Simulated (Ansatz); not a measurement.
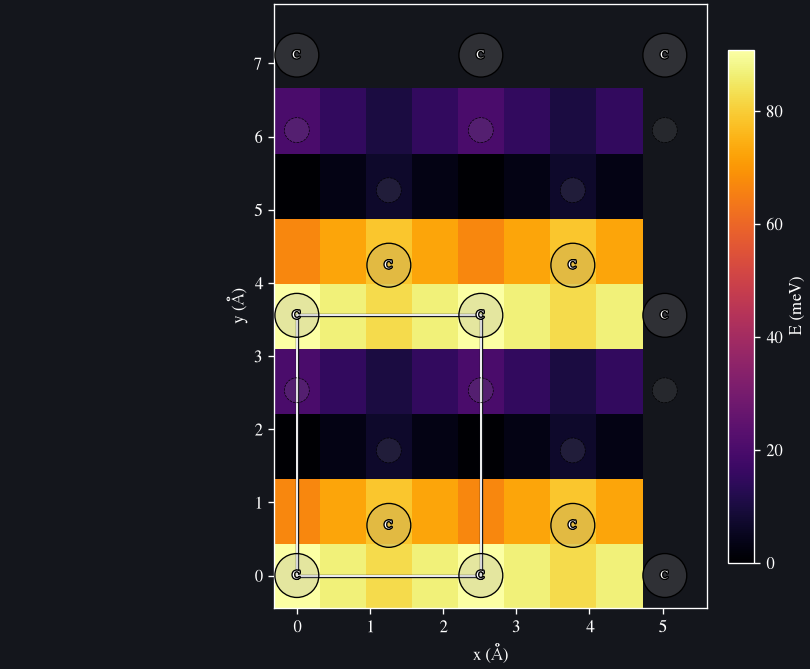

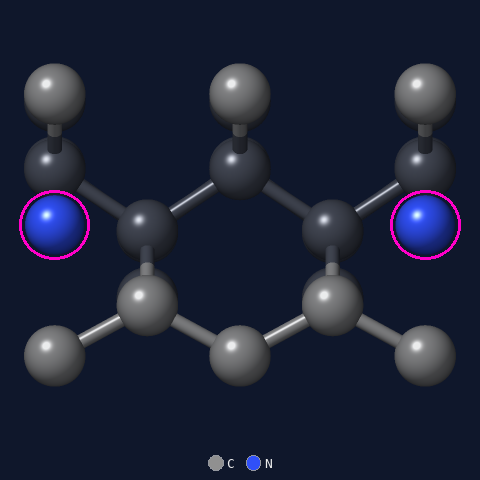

Energy landscape of N₂ on a C(110) slab cut from the Fd-3m phase, its upper half relaxed before the scan (20 atoms of substrate and one adsorbate in a 2 × 1 cell). N2 is moved over the surface cell at a fixed height above a rigid substrate; the origin of the map has the adsorbate above C17; the height is held at 2.90 Å. Places are given modulo a cell vector. The map is drawn in real space over the plane of the surface. The grid has 4 × 4 points; 12 points were computed and 4 follow by symmetry. Places are given in fractions of the 1 × 1 surface cell. All energies are given in meV relative to the lowest grid point. At a fixed height the lowest place need not be the adsorption site. Computed with Ansatz 0.2.0, DFT PBE+D3(BJ), scalar-relativistic, plane waves, PAW. Settings: cutoff 420 eV, k-mesh 5×8×1, gaussian smearing 0.05 eV, no spin polarisation.

Drawn: one coloured cell a grid point, labelled circles for the atoms of the top layer and small ones for the second layer, the outline of one cell of the 2 × 2 shown. The second picture is the structure at the lowest point; rings mark the moved atoms.

Question: Summarise what can be read from the map.

Answer: The lowest grid point is at (0/4, 2/4) of the cell vectors. The highest grid point, the top site over a surface C atom, (0/4, 0/4) of the cell vectors, lies 91 meV above the lowest.

The values on the grid:

| second ↓, first → | 0/4 | 1/4 | 2/4 | 3/4 |
| --- | --- | --- | --- | --- |
| 3/4 | 20 | 15 | 10 | 15 |
| 2/4 | 0 | 3 | 7 | 3 |
| 1/4 | 67 | 73 | 78 | 73 |
| 0/4 | 91 | 87 | 83 | 87 |

Time for the 12 points that were run: 6.5 min on 2 threads of Arm Neoverse V1, with other jobs on the host.

PAW datasets: the set soft_1.
